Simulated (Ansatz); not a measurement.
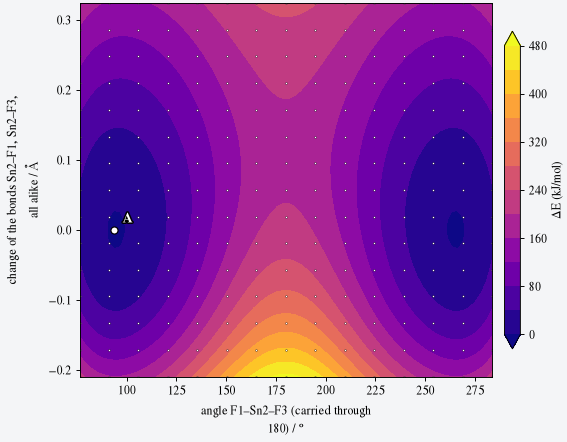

F₂Sn, SMILES [F][Sn][F]. Coordinates scanned: (1) angle F1–Sn2–F3 (carried through 180); (2) change of the bonds Sn2–F1, Sn2–F3, all alike. Nothing is relaxed (all other coordinates rigid). Grid: 15 × 15 points; 120 points were computed and 105 follow by symmetry. Points are written as (first, second). All energies are given in kJ/mol relative to the lowest grid point. Level of theory: RHF/def2-TZVP (Ansatz).

Drawn: filled contours, dots at the grid points, one colour for all values above the top of the scale, the point A. Between grid points the surface is interpolated.

Q: What is the easiest way out of the well at A, and how high is the barrier?

A: The easiest path leads from the well at about (94°, 0.00 Å) to a well of about the same depth at about (266°, 0.00 Å). Its highest point lies about 192 kJ/mol above the bottom of the first well on the interpolated surface, at about (180°, 0.11 Å). The start is the relaxed structure and all else is held, so a fully relaxed path at this level can only be lower.

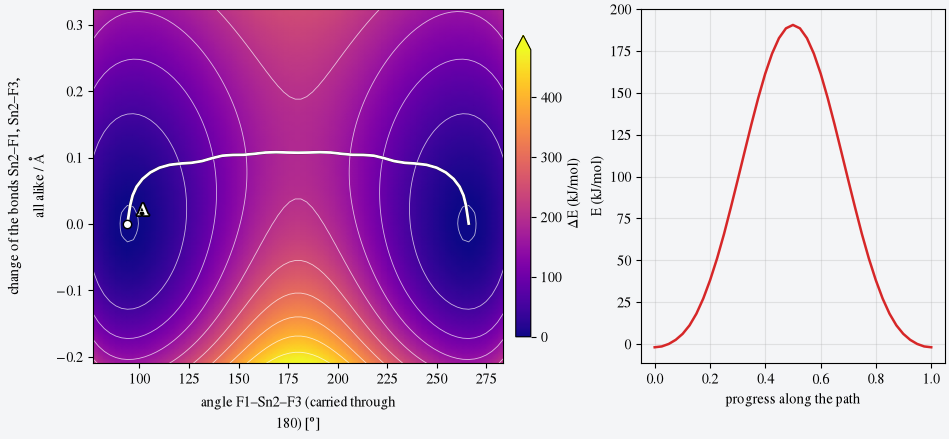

In the figure: a smooth colour map with a few white contour lines, a line along the lowest path, one colour for all values above the top of the scale, the energy along the path at the right. Between grid points the surface is interpolated.
